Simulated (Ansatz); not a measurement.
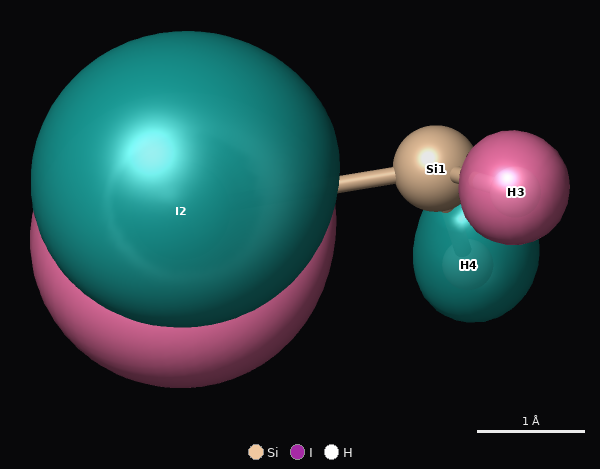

The picture shows: H$_{2}$ISi (SMILES [SiH2]I) (doublet). The HOMO (β) at ±0.1 Å⁻³ᐟ² (teal and pink are the two phases), seen from one side.

Geometry: displaced from a GFN2-xTB structure; core potentials replace the inner electrons of I; not at a stationary point (largest force 0.8 eV/Å).

Computed with Ansatz, UKS PBE0-D4/def2-TZVPP.

What is the character of this orbital?

By Hirshfeld shares it lies mainly on I2 (about 90 %); largely a lone pair of I2. Its energy is −7.72 eV.
